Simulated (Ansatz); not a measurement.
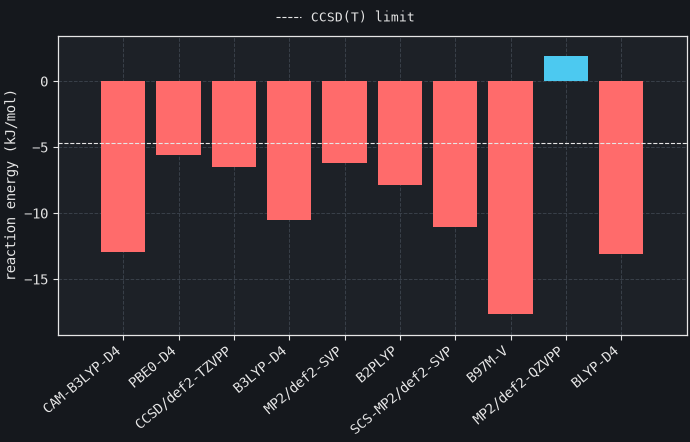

Electronic reaction energy of ZrH₃O₃I ([OH][Zr]([OH])([OH])[I]) + HCl (Cl) → ZrH₃O₃Cl ([OH][Zr]([OH])([OH])[Cl]) + HI (I) (SMILES in brackets) at several levels (functionals in def2-TZVPP unless a basis is named), isolated molecules at PBE0-D4 triple-zeta geometries, minima by their frequencies, no zero-point or thermal terms, the Ansatz code 0.2.0. The line is frozen-core CCSD(T) at the basis limit (MP2 extrapolated from triple and quadruple zeta, plus CCSD(T) less MP2 in a smaller set). B2PLYP holds a correlation term that converges slowly with the basis, so part of the distance to the limit is basis error. No dispersion term is added to B2PLYP. The distance of CCSD/def2-TZVPP, MP2/def2-SVP, SCS-MP2/def2-SVP and MP2/def2-QZVPP to the limit includes basis error. Core potentials past Kr.

> What do zero-point energy and temperature add?

Zero-point change −3.0 kJ/mol; at 298.15 K and 1 bar the CCSD(T) limit plus thermal terms gives an enthalpy of reaction of −8.2 and a free energy of −8.9 kJ/mol (harmonic PBE0-D4 modes, ideal gas).

> Give the values.

```
           level  kJ/mol  less CCSD(T) limit
    CAM-B3LYP-D4   −12.9                −8.3
         PBE0-D4    −5.6                −0.9
 CCSD/def2-TZVPP    −6.5                −1.8
        B3LYP-D4   −10.5                −5.8
    MP2/def2-SVP    −6.2                −1.5
          B2PLYP    −7.9                −3.2
SCS-MP2/def2-SVP   −11.0                −6.3
          B97M-V   −17.7               −13.0
  MP2/def2-QZVPP     1.9                 6.6
         BLYP-D4   −13.1                −8.4
   CCSD(T) limit    −4.7                 0.0
```

Caveats: outer-core shells are correlated without core-valence functions, which makes the correlated values less sure; spin-orbit coupling is left out, and with I it can shift these values.
